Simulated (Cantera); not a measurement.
Charge: 1 mol LiOH, 0.085 mol H2O, equilibrated at 1.00 Torr.

Equilibrium computed with Cantera from the NASA thermochemical tables; the gas is ideal and each condensed phase is pure. Candidate condensed phases: H2O, Li, LiH, LiOH, Li2O; 17 gas species. Kinetics and transport are ignored.

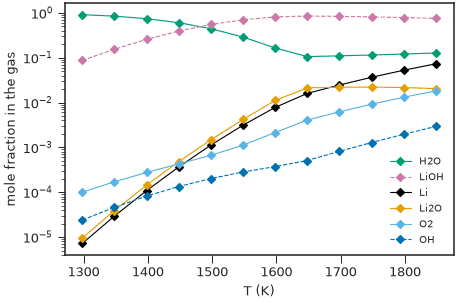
Figure. Equilibrium gas composition (values under 1e-9 drawn at 1e-9)

From 1298 K to 1598 K the condensed part is Li2O(s). From 1648 K to 1848 K nothing is condensed. The main Li-bearing gas is LiOH throughout.
